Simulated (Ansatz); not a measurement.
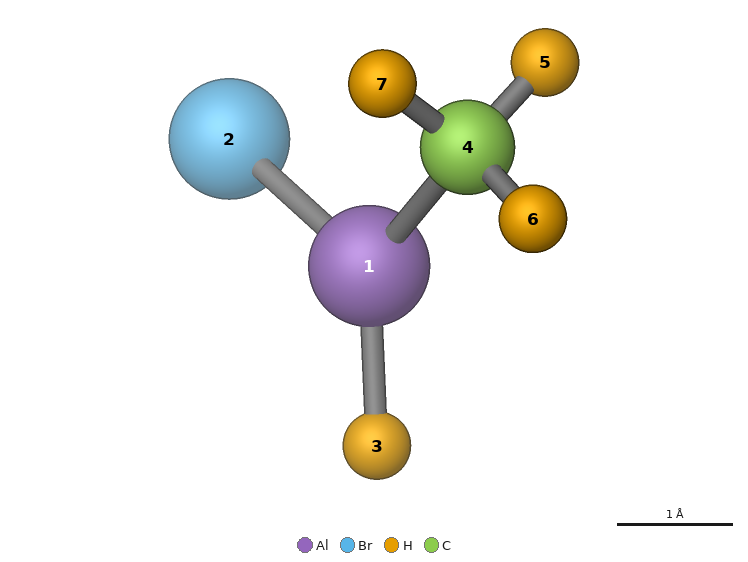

Orthographic view. Depth is shown by fading: the farther an atom, the more it takes the colour of the background. Computed geometry: PBE0-D4/def2-TZVP optimisation.

Give the distance matrix in Å.

```tsv
atom	Al1	Br2	H3	C4	H5	H6	H7
Al1	0.00						
Br2	2.27	0.00					
H3	1.58	3.28	0.00				
C4	1.94	3.61	3.14	0.00			
H5	2.54	3.79	3.83	1.09	0.00		
H6	2.56	4.55	3.29	1.09	1.77	0.00	
H7	2.54	3.80	3.82	1.09	1.75	1.77	0.00
```
